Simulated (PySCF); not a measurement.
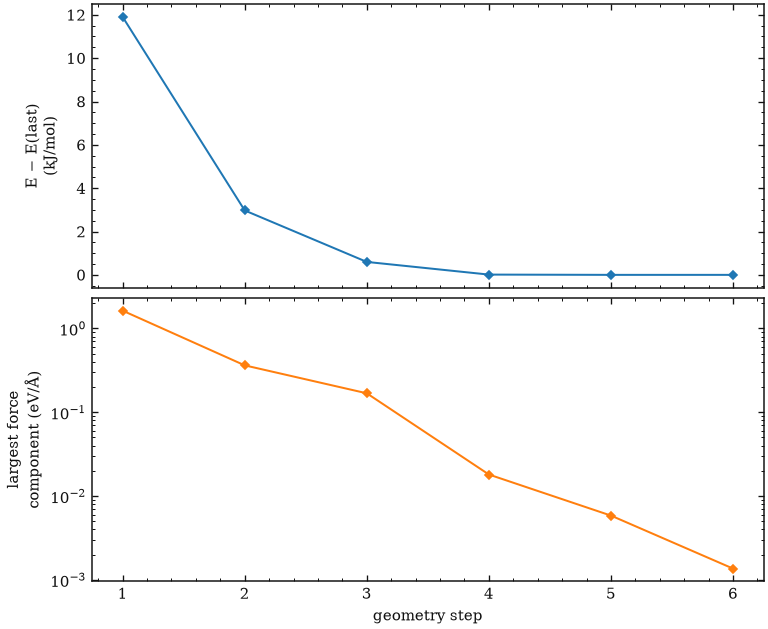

History of a geometry optimisation. The start has point group C2v, which is kept. A held symmetry can leave a saddle point.

TcS2 molecule, multiplicity 4; UKS-based PBE, Tc def2-SVP with ECP28, S def2-SVP; non-relativistic Hamiltonian with scalar-relativistic core potentials; density fitting (PySCF).

Question: How did it end, and what did it gain?

Answer: The optimisation met its thresholds at geometry 6, counting the start as the first. The energy fell by about 12 kJ/mol from the first step to the last. The largest force component goes from about 1.6 eV/Å at the start to 1.4 × 10⁻³ eV/Å at the end.
